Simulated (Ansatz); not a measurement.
The relaxed structure here is a generated cell of GeSe: the first start was made by placing the elements on the sites of a structure type, and the end was not matched to a known phase here, so it may be hypothetical. Known forms of GeSe include space group No. 62.

The end point of a relaxation of GeSe. All values below come from PBE (plane waves to 420 eV, PAW, scalar-relativistic; Ansatz, a first-principles code).

P6₃/mmc (No. 194), hP4; a = 4.7813 Å, b = 4.7813 Å, c = 5.7134 Å, α = 90.00°, β = 90.00°, γ = 120.00°.

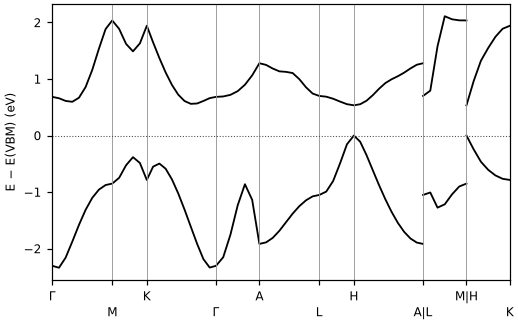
Highest filled and lowest empty band along the path of this cell's Brillouin zone

Question: Read off the gap and say whether it is direct.

Answer: 0.54 eV, direct at H (no spin-orbit coupling).

Question: How far does the top valence band disperse along this path?

Answer: About 2.3 eV.

No spin polarisation in the result.

The run could not lose the symmetry of its start: the end is stationary, and may be a saddle point rather than a minimum.

All atoms sit on sites fixed by symmetry, so only the cell could relax.
